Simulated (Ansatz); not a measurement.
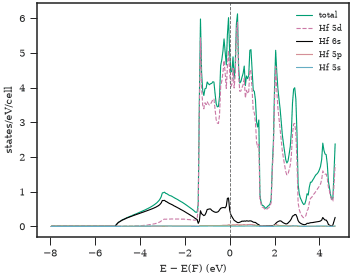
Figure: Total and projected density of states of Hf (diamond, space group No. 227), plane-wave PAW PBE (Ansatz code)

Question: Which orbitals carry the states next to the Fermi level?

Answer: Within 0.5 eV of the Fermi level: Hf 5d 90 %, Hf 6s 8 %. Projections are on Löwdin-orthogonalised atomic valence shells; empty p or d shells of many metals are not among them.

Space group Fd-3m (diamond). The start of the workflow was typed in or built on a structure type; neither database checked (COD, Materials Project) lists it. It is not the phase usual at ambient conditions (space group No. 194). The cell was relaxed with PBE under the symmetry of its start; its stability against distortions is not shown here. The run is not spin-polarised. Spin–orbit coupling is left out wherever it is not named.

Potentials: the earlier of the program's two PAW sets.
